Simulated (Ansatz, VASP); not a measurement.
# BeOs3: VASP beside Ansatz

One calculation is typed for both programs; each brings its own data sets and cutoff. How far apart do they land? The cell is invented: As first built, before any earlier steps moved the atoms: it takes the MgRh3 structure with all of its atoms replaced by other elements, volume scaled by an estimate. It may not be a known or stable phase. The cell comes out of the VASP series on this material, whose earlier steps may have relaxed, scaled or displaced it; both programs get it as it stands.

Calculated with Ansatz 0.2.0; plane waves, with VASP 6.6.1 beside it; single point at PBEsol.

## 1. Set-up

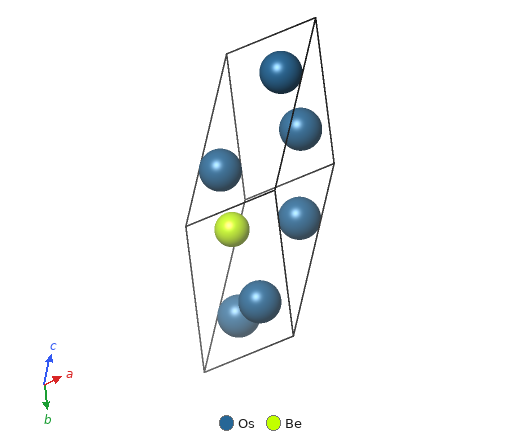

Start, viewed from a free direction; osmium blue, beryllium green. Some periodic images of atoms are drawn too.

## 2. Ansatz: single point, PBEsol

Ansatz runs on its default PAW (the set named soft_2) files.

With cell and atoms fixed, the geometry can't cause a difference; cores, projectors, grids and the points listed under the comparison can.

Input file input.yaml:

```yaml
crystal:
  lattice:
    - [-1.3664569133, 4.351686441, 2.2734699165]
    - [1.3664569133, -4.351686441, 2.2734699165]
    - [1.3664569133, 4.351686441, -2.2734699165]
  atoms:
    - { symbol: Os, position: [0.728123, 0.002531, 0.741834] }
    - { symbol: Os, position: [0.26451, -0.001433, 0.269602] }
    - { symbol: Os, position: [0.689026, 0.687138, -0.000398] }
    - { symbol: Be, position: [0.155478, 0.649078, 0.498442] }
hamiltonian:
  xc: pbesol
  pseudopotentials: { kind: paw }
kpoints:
  mp_grid: { grid: [5, 8, 7] }
scf:
  occupations: { method: methfessel_paxton, width: 0.1 }
  n_extra_bands: 5
output:
  forces: true
  stress: true
  eigenvalues: true
  write_density: true
  write_potential: true
  elf: true
  volumetric_format: npy
```

Run with:

```bash
$ ansatz run input.yaml --threads 2 --pin off --max-ram 4608MiB --backend cpu --events-out ev --progress --plain --runs-dir out
```

Numbers of over 12 decimals in the logs are rounded to 6 here.

What it wrote:

```text
basis.fft_grid_basis auto: the FFT boxes are laid along the combinations [[1, 1, 0], [0, 1, 0], [0, 1, 1]] of the cell's own vectors, 4.547, 5.096 and 2.733 Å long. The dense box has 32×36×20 points. Along the cell's own vectors, as sized, it would have 36×36×36, 2.02 times as many. basis.fft_grid_basis: typed keeps the cell's own vectors: state it where this run's energies or levels are differenced outside the engin [...]
scf.n_extra_bands = 5 over 25 filled bands (N_el = 50.0): the run solves 30 bands
Engine: ansatz 0.2.0, aarch64-unknown-linux-gnu
Pseudopotentials: kind: paw
Pseudopotential: Os, paw, valence charge 16, recommended cutoff 420 eV (normal), Os.paw.azcp
Pseudopotential: Be, paw, valence charge 2, recommended cutoff 420 eV (normal), Be.paw.azcp
Functional definition: PBEsol
  exchange = pbesol_x
  correlation = pbesol_c
Crystal: 4 atoms, lattice volume = 54.076 Å³
Basis set: ecut = 420 eV, 1061 PW (Γ), FFT grids on a1+a2, a2, a2+a3, exchange–correlation on 64×72×40 points (8 copies of the dense FFT grid, shifted against one another)
Bands: 30, of which v1, the nominal top of the filled ones, is band 25 counted from 1 (24 counted from 0)
Symmetry: 1 space group operations
Space group: P1 (ITA 1), of the structure as read, at distance tolerance 3.8e-5 Å
k-points: 141 of 280 (time reversal used)
Non-local potential: Os, projectors of the file, l = 0: 3, l = 1: 2, l = 2: 2, l = 3: 1
Non-local potential: Be, projectors of the file, l = 0: 2, l = 1: 2, l = 2: 1
PAW form: soft (Blöchl's): semilocal exchange-correlation on the pseudo side does not see the compensation charge
PAW frozen core: Os, regenerated for the run's functional, and the local potential with it (the file was generated under x = pbe(κ = 0.804, μ = 0.219515), c = pbe(β = 0.066725))
PAW frozen core: Be, regenerated for the run's functional, and the local potential with it (the file was generated under x = pbe(κ = 0.804, μ = 0.219515), c = pbe(β = 0.066725))
PAW one-centre angular grid: Os, 590 points (default); XC on 64 Gauss nodes
PAW one-centre angular grid: Be, 110 points (default); XC on 64 Gauss nodes
Initial density: superposition of atomic densities (neutral atoms: chi_scale 0, normalization atom), corrected by the library's trained network
Initial wavefunctions: pseudopotential atomic-orbital guess
Functional: x = pbesol(κ = 0.804, μ = 0.123457), c = pbesol(β = 0.046)
SCF iter   1: F=—  HF=-33842.647276 eV  |F-HF|=—  |Δ(HF+E_count)|=         —  Δρ=1.17e-2  dr2=3.23e-2  ethr=1.77e-3  ⟨swp⟩=5.0  Hψ=15964  notcnv=0
preconditioner: auto → Kerker (q_TF=auto, 2.693 Å⁻¹)  [metal: Δε(μ)=0.005 eV  Ē_g=5.700 eV  σ=0.100 eV  W_gap=0.04  n_scr=18 (ndim 8)  ℏωp=25.7 eV  f_vac=0.000  D(μ)=2.51/eV (n_scr^D=22)]
SCF iter   2: F=—  HF=-33842.643817 eV  |F-HF|=—  |Δ(HF+E_count)|=   3.46e-3  S|Δr|=    0.00e0  Δρ=6.48e-3  dr2=1.13e-2  ethr=6.46e-5  ⟨swp⟩=1.0  Hψ=5365  notcnv=0
SCF iter   3: F=—  HF=-33842.642117 eV  |F-HF|=—  |Δ(HF+E_count)|=   1.70e-3  S|Δr|=    0.00e0  Δρ=6.24e-4  dr2=2.90e-4  ethr=2.26e-5  ⟨swp⟩=2.3  Hψ=5929  notcnv=0
SCF iter   4: F=—  HF=-33842.642050 eV  |F-HF|=—  |Δ(HF+E_count)|=   6.71e-5  S|Δr|=    0.00e0  Δρ=1.34e-4  dr2=1.03e-5  ethr=5.79e-7  ⟨swp⟩=2.0  Hψ=5916  notcnv=0
SCF iter   5: F=—  HF=-33842.642041 eV  |F-HF|=—  |Δ(HF+E_count)|=   8.89e-6  S|Δr|=    0.00e0  Δρ=4.14e-5  dr2=1.37e-6  ethr=2.06e-8  ⟨swp⟩=2.0  Hψ=5946  notcnv=0
SCF iter   6: F=-33842.642041 eV  HF=-33842.642041 eV  |F-HF|=1.26e-8  |Δ(HF+E_count)|=   3.39e-7  S|Δr|=    0.00e0  Δρ=8.25e-6  dr2=3.54e-8  ethr=2.00e-10  ⟨swp⟩=7.6  Hψ=27430  notcnv=0
SCF 1 converged in 6 iterations: F = -33842.642041 eV  dr2 = 3.54e-8
  greatest PAW one-centre occupation: 1.000 electrons in one spin orbital (limit 2), on the Os atom at site 1 (counted from 0), in its partial waves of l = 0
SCF converged after 6 iterations
Stability not checked: this state was not tested for a lower state beside it, because cold or Methfessel-Paxton smearing, or corrected tetrahedra, fill the levels in a way that the test cannot read (fill_not_monotonic; see scf.lower_state_search)
Free energy (F): -33842.642041 eV
Harris-Foulkes:  -33842.642041 eV  (|F-HF|=1.26e-8)
Internal energy: -33842.642014 eV  (E = F + TS)
E sigma→0 (E₀):  -33842.642034 eV
Entropy (-TS):   -0.000026 eV (-0.007 meV/atom)
Fermi energy:    20.658707 eV
Step filling:    the computed levels leave a gap of 0.0003 eV = 0.0 smearing widths at the electron count; against every level under it full and every level over it empty, smearing changes F+E_penalty+E_count by -0.345 meV and its σ→0 estimate by -0.338 meV
--- Per-component energies (eV) ---
  E_band       = -396.855319
  E_kinetic    = 1703.492766
  E_local      = -3526.008933  (includes V_loc(G=0)·N_el)
  E_nonlocal   = 8.459481
  E_hartree    = 1462.179110
  E_xc         = -813.318007
  E_vxc        = -869.507053  (∫ρ·V_xc dr)
  E_paw        = -26696.992575  (= ΣΔE_a)
  E_vpaw       = -637.646085  (= ΣTr[D̂ρ^β])
  E_aug_tail   = -0.000205  (compensation charges beyond the density's cutoff)
  E_ewald      = -5981.206980
  E_core_change = 0.753330  (= ΣΔE_core)
  E_smearing   = -0.000026  (= −TS)
  E_closure    = 0.000000  (closes the sum)
  Σ components = -33842.642041   (vs F -33842.642041, Δ=0.00e0)
--- Forces (eV/Å), atoms counted from 1 ---
  atom   1  Os    -0.17752080    -0.03091138     0.37856864
  atom   2  Os    -0.00234059     0.05673289     0.08911210
  atom   3  Os     0.15660528     0.02547405    -0.39700172
  atom   4  Be     0.02325670    -0.05129078    -0.07068060
  max |Σ_I F_I| component: 4.78e-6 eV/Å
--- Stress (GPa, compression-positive) ---
       -9.905733      -0.231165       0.086484
       -0.231165      -7.528626      -0.183375
        0.086484      -0.183375      -8.527377
  P = ⅓ Tr σ = -8.6539 GPa (-86.539 kbar)
--- Band table (eV; the first three rows and the last of 141) ---
  k-point 0: bands = [... 21 lower, 19.4125, 19.5580, 19.6774, 20.9161, 21.0419, 21.7875, 22.1092, 22.2084, ... 1 higher]
  k-point 1: bands = [... 21 lower, 18.8135, 19.3469, 19.5121, 19.9160, 20.7402, 21.4731, 22.8587, 23.2959, ... 1 higher]
  k-point 2: bands = [... 21 lower, 18.1297, 19.1123, 19.8671, 20.4480, 20.8736, 21.3204, 23.1009, 24.6970, ... 1 higher]
  k-point 140: bands = [... 21 lower, 18.5235, 19.2218, 19.7498, 20.6297, 20.8820, 21.3319, 22.6943, 23.4334, ... 1 higher]
```

Wall time 25 s (2 threads of Arm Neoverse N1, shared host); peak memory 0.48 GiB.

In the SCF lines HF is the Harris–Foulkes energy and dr2 the Hartree energy of the density residual, in eV; the loop may stop once dr2 is under the threshold and the program's other checks hold. Hψ counts applications of the Hamiltonian.

The run ends at a pressure of -8.65 GPa, with forces up to 0.43 eV/Å.

## 3. VASP: single point, PBEsol

The same cell, functional, mesh and smearing now go to VASP, with its own data sets and cutoff.

Lines of VASP's logs that name or quote its potential files are left out, and so is its time.

Input file INCAR:

```
SYSTEM = BeOs3
PREC = Accurate
ENCUT = 400
EDIFF = 1E-06
NELM = 100
ISMEAR = 1
SIGMA = 0.1
LREAL = .FALSE.
ALGO = Normal
GGA = PS
LORBIT = 11
LWAVE = .FALSE.
LCHARG = .FALSE.
KPAR = 2
ISIF = 2
```

Input file POSCAR:

```
BeOs3
1.0
   -1.3664569133      4.3516864410      2.2734699165
    1.3664569133     -4.3516864410      2.2734699165
    1.3664569133      4.3516864410     -2.2734699165
Os Be
3 1
Direct
    0.7281230000      0.0025310000      0.7418340000
    0.2645100000     -0.0014330000      0.2696020000
    0.6890260000      0.6871380000     -0.0003980000
    0.1554780000      0.6490780000      0.4984420000
```

Input file KPOINTS:

```
Automatic mesh
0
Gamma
5 8 7
0 0 0
```

Potentials, in the order of the species: Os and Be (PBE family, release 64).

Run with:

```bash
$ mpirun -np 2 vasp_std
```

What it wrote:

```text
[banner, memory and clock lines left out]
running    2 mpi-ranks, on    1 nodes
 distrk:  each k-point on    1 cores,    2 groups
 distr:  one band on    1 cores,    1 groups

 POSCAR found type information on POSCAR OsBe
 POSCAR found :  2 types and       4 ions
|                                                                             |
|               ----> ADVICE to this user running VASP <----                  |
|                                                                             |
|     You enforced a specific xc type in the INCAR file but a different       |
|     [... a line on the potential file left out ...]
|     I HOPE YOU KNOW WHAT YOU ARE DOING!                                     |
|                                                                             |

 LDA part: xc-table for (Slater+PW92), standard interpolation
|                                                                             |
|           W    W    AA    RRRRR   N    N  II  N    N   GGGG   !!!           |
|           W    W   A  A   R    R  NN   N  II  NN   N  G    G  !!!           |
|           W    W  A    A  R    R  N N  N  II  N N  N  G       !!!           |
|           W WW W  AAAAAA  RRRRR   N  N N  II  N  N N  G  GGG   !            |
|           WW  WW  A    A  R   R   N   NN  II  N   NN  G    G                |
|           W    W  A    A  R    R  N    N  II  N    N   GGGG   !!!           |
|                                                                             |
|     Your reciprocal lattice and k-lattice belong to different lattice       |
|     classes:                                                                |
|                                                                             |
|        The reciprocal lattice is face-centered orthorhombic,                |
|        whereas your k-lattice is triclinic.                                 |
|                                                                             |
|     Results are often still useful ...                                      |
|                                                                             |

 POSCAR, INCAR and KPOINTS ok, starting setup
 FFT: planning ... GRIDC
 FFT: planning ... GRID_SOFT
 FFT: planning ... GRID
 WAVECAR not read
 entering main loop
       N       E                     dE             d eps       ncg     rms          rms(c)
DAV:   1     0.122884529284E+03    0.12288E+03   -0.10501E+04  4794   0.116E+03
DAV:   2    -0.284829222812E+02   -0.15137E+03   -0.14725E+03  5041   0.398E+02
DAV:   3    -0.422268570273E+02   -0.13744E+02   -0.13249E+02  7071   0.799E+01
DAV:   4    -0.425864703938E+02   -0.35961E+00   -0.35752E+00  5832   0.163E+01
DAV:   5    -0.425937363658E+02   -0.72660E-02   -0.72477E-02  7191   0.194E+00    0.278E+01
DAV:   6    -0.402611766399E+02    0.23326E+01   -0.78593E+00  6948   0.185E+01    0.112E+01
DAV:   7    -0.401077287785E+02    0.15345E+00   -0.29956E+00  7776   0.134E+01    0.487E+00
DAV:   8    -0.399022948788E+02    0.20543E+00   -0.15003E+00  8193   0.103E+01    0.203E+00
DAV:   9    -0.398784772314E+02    0.23818E-01   -0.11739E-01  6337   0.263E+00    0.438E-01
DAV:  10    -0.398779794408E+02    0.49779E-03   -0.10514E-02  7425   0.759E-01    0.161E-01
DAV:  11    -0.398776247264E+02    0.35471E-03   -0.23720E-03  7642   0.435E-01    0.628E-02
DAV:  12    -0.398775987887E+02    0.25938E-04   -0.28177E-04  7760   0.143E-01    0.400E-02
DAV:  13    -0.398775990647E+02   -0.27598E-06   -0.32179E-05  6660   0.507E-02    0.740E-03
DAV:  14    -0.398775971814E+02    0.18833E-05   -0.32410E-06  3286   0.187E-02    0.470E-03
DAV:  15    -0.398775967779E+02    0.40349E-06   -0.64820E-07  2680   0.723E-03
   1 F= -.39877597E+02 E0= -.39877571E+02  d E =-.766191E-04
```

OUTCAR, selected parts (step 3):

```text
ion  position               nearest neighbor table
   1  0.728  0.003  0.742-   4 2.54   3 2.59   3 2.61   2 2.65   2 2.67   2 2.67   2 2.69   3 2.71
                             4 2.79   4 2.82
   2  0.265  0.999  0.270-   4 2.57   3 2.59   3 2.60   1 2.65   1 2.67   1 2.67   1 2.69   3 2.71
                             4 2.77   4 2.78
   3  0.689  0.687  1.000-   4 2.51   4 2.52   1 2.59   2 2.59   2 2.60   1 2.61   1 2.71   2 2.71
                             4 2.79   4 2.79
   4  0.155  0.649  0.498-   3 2.51   3 2.52   1 2.54   2 2.57   2 2.77   2 2.78   1 2.79   3 2.79
                             3 2.79   1 2.82

  LATTYP: Found a body centered orthorhombic cell.
 ALAT       =     2.7329138266
 B/A-ratio  =     1.6637699253
 C/A-ratio  =     3.1846495844

 Subroutine GETGRP returns: Found  1 space group operations
 (whereof  1 operations were pure point group operations)

The static configuration has the point symmetry C_1 .

 Found    141 irreducible k-points:

   k-points           NKPTS =    141   k-points in BZ     NKDIM =    141   number of bands    NBANDS=     17

   dimension x,y,z NGX =    36 NGY =   36 NGZ =   36
   dimension x,y,z NGXF=    72 NGYF=   72 NGZF=   72

   ENCUT  =  400.0 eV  29.40 Ry    5.42 a.u.   8.31  8.31  8.31*2*pi/ulx,y,z

   NELECT =      26.0000    total number of electrons

 k-points in reciprocal lattice and weights: Automatic mesh
   0.00000000  0.00000000  0.00000000       0.004
   0.20000000  0.00000000 -0.00000000       0.007
   0.40000000  0.00000000 -0.00000000       0.007
   0.00000000  0.12500000  0.00000000       0.007
   0.20000000  0.12500000  0.00000000       0.007
   0.40000000  0.12500000 -0.00000000       0.007
  -0.40000000  0.12500000  0.00000000       0.007
  -0.20000000  0.12500000  0.00000000       0.007
   0.00000000  0.25000000  0.00000000       0.007
[...]
-0.40000000 -0.12500000  0.42857143       0.007
  -0.20000000 -0.12500000  0.42857143       0.007

 average (electrostatic) potential at core
       1 -44.3817       2 -44.3836       3 -44.2244       4 -31.9447

 E-fermi :   7.6546

 k-point     1 :       0.0000    0.0000    0.0000
  band No.  band energies     occupation
    ...
      8       5.7263      2.00000
      9       6.4018      2.00000
     10       6.4154      2.00000
     11       6.5645      2.00000
     12       6.6759      2.00000
     13       7.9049     -0.00228
     14       8.0396     -0.00000
     15       8.7928     -0.00000
     16       9.1047     -0.00000
     17       9.2012     -0.00000

 k-point     2 :       0.2000    0.0000   -0.0000
  band No.  band energies     occupation
    ...
      9       5.6023      2.00000
     10       5.9630      2.00000
     11       6.1157      2.00000
     12       6.7956      2.00000
     13       7.5608      2.03475
     14       8.1922     -0.00000
     15       8.4697     -0.00000
     16       9.1294     -0.00000
     17       9.3861     -0.00000

 k-point     3 :       0.4000    0.0000   -0.0000
  band No.  band energies     occupation
    ...
      9       5.3201      2.00000
     10       5.5641      2.00000
     11       6.3955      2.00000
     12       6.5475      2.00000
     13       6.8307      2.00000
     14       7.8753     -0.00775
     15       8.3566     -0.00000
     16       8.7620     -0.00000
     17       9.4378     -0.00000

  Total       -3.2444337     -2.4636126     -2.8054788     -0.0768165     -0.0597203      0.0297352
  in kB      -96.1273000    -72.9928390    -83.1217792     -2.2759473     -1.7694143      0.8810064
  external PRESSURE =     -84.0806394 kB  Pullay stress =       0.0000000 kB

  energy-cutoff  :      400.00
  volume of cell :       54.08
      direct lattice vectors                 reciprocal lattice vectors
    -1.366456913  4.351686441  2.273469916     0.000000000  0.114897984  0.219928136
     1.366456913 -4.351686441  2.273469916     0.365909818  0.000000000  0.219928136
     1.366456913  4.351686441 -2.273469916     0.365909818  0.114897984  0.000000000

 POSITION                                       TOTAL-FORCE (eV/Angst)
 -----------------------------------------------------------------------------------
      0.02219      6.38578     -0.02542        -0.174948     -0.035394      0.380105
      1.37146     -2.02116      2.25864        -0.004397      0.063384      0.094640
      1.36333      4.35817      0.85610         0.156125      0.025025     -0.408609
      1.35558      0.02107      0.69594         0.023220     -0.053016     -0.066137
 -----------------------------------------------------------------------------------
    total drift:                               -0.000008      0.000036     -0.000026

  FREE ENERGIE OF THE ION-ELECTRON SYSTEM (eV)
  ---------------------------------------------------
  free  energy   TOTEN  =       -39.8775967779 eV

  energy  without entropy=      -39.8775201589  energy(sigma->0) =      -39.87757124

 total charge
# of ion       s       p       d       tot
------------------------------------------
    1        0.671   0.728   6.036   7.436
    2        0.672   0.730   6.035   7.437
    3        0.672   0.715   6.067   7.454
    4        0.353   0.543   0.000   0.896
--------------------------------------------------
tot          2.368   2.717  18.138  23.223

[... 3 further parts left out ...]
```

The run ends at a pressure of -8.41 GPa, with forces up to 0.44 eV/Å.

## 4. Differences

Known differences besides the PAW data sets themselves: the data sets hold 50 valence electrons in Ansatz (default PAW (the set named soft_2) files) and 26 in VASP; the cutoff is 420 eV in Ansatz and 400 eV in VASP; Ansatz makes its cores anew for this functional, VASP keeps those of its PBE data sets; VASP leaves aspherical gradient terms in its spheres out (LASPH is not set), Ansatz keeps them. Total energies have different zeros and are not compared.

The two programs side by side:

```csv
quantity,Ansatz,VASP,difference
pressure (GPa),-8.65,-8.41,-0.25
```

Forces (eV/Å; atoms numbered as in POSCAR):

```csv
atom,"Ansatz x, y, z","VASP x, y, z"
Os1,"-0.178, -0.031, 0.379","-0.175, -0.035, 0.380"
Os2,"-0.002, 0.057, 0.089","-0.004, 0.063, 0.095"
Os3,"0.157, 0.025, -0.397","0.156, 0.025, -0.409"
Be4,"0.023, -0.051, -0.071","0.023, -0.053, -0.066"
```

The forces differ by 4.7 meV/Å r.m.s., which is 2.6 % of the r.m.s. force of 0.18 eV/Å (both taken over all components). Ansatz's pressure holds a Pulay correction of 0.06 GPa; VASP's holds none.

## 5. Outcome

```
r.m.s. force difference (single point, PBEsol) : 4.7 meV/Å
```

**Reading.** The r.m.s. force difference is 4.7 meV/Å (single point, PBEsol), within the 12 meV/Å picked in this series as the mark of a large difference. How closely two codes agree says nothing of how well the functional describes the real material.

[Lines on the potential files, build, host, timing and source positions are cut from VASP's logs without a mark.]

[Logs are printed without paths, hosts, clocks, repeated set-up lines and the standing remarks that a program may print on its own settings, such as how far it seeks lower states.]

[Hosts, paths, dates, database ids (printed as entryN), source tags and the programs' standing remarks are cut or masked in the printed files.]
